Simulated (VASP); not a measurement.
Band structure of HfO2 (space group Fm-3m). All values below come from PBEsol GGA, VASP's PBE PAW potentials (set 64) (plane waves; VASP).

Unless said otherwise, spin-orbit coupling is left out, though it shifts the bands of the heavy elements here.

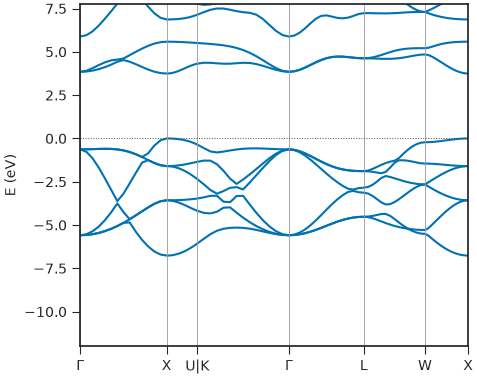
*Bands along high-symmetry lines, zero at the valence-band maximum or, without a gap, the Fermi level*

Read the plot: is there a gap, and where are the band edges?

The gap is direct, 3.75 eV, from the valence maximum at X to the conduction minimum at X. (Edges off the drawn lines would not show.)

The structure comes from a computed database's HfO2 entry (Fm-3m); how it stands against other phases isn't given here. It was relaxed first.
